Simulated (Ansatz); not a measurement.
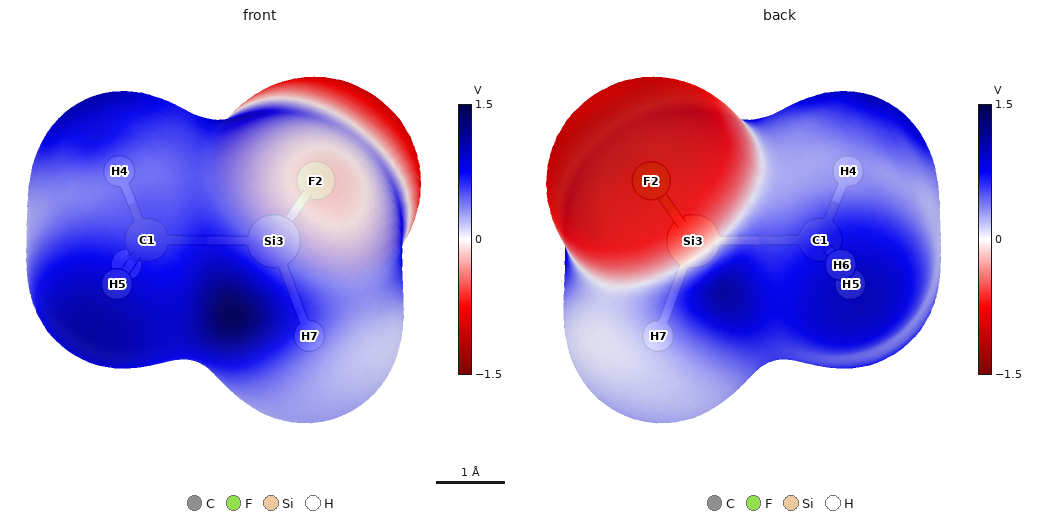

Figure 1: CH₄FSi (doublet). The electrostatic potential painted on the density surface at 0.002 e/bohr³, seen from the front and from behind; red is negative and blue positive.

Geometry: BLYP-D3(BJ)/def2-SVP.

All numbers below come from isolated molecule in a Gaussian basis; Kohn-Sham density functional theory, functional PBE0 in Ansatz.

```xyz
7

C    -0.0649   -0.0067   -0.8399
F     2.2598   -1.0614    0.4997
Si    0.9614   -0.0692    0.7534
H     0.5012    0.4458   -1.6779
H    -0.9855    0.5900   -0.6754
H    -0.3606   -1.0372   -1.1339
H     0.1516   -0.6767    1.8794
```

**Where is the surface potential most negative and most positive?**

The most negative region (about −1.1 V) lies over F2, the most positive (about +1.4 V) over Si3.

**What dipole moment does the calculation give?**

Its dipole moment is 1.92 D.
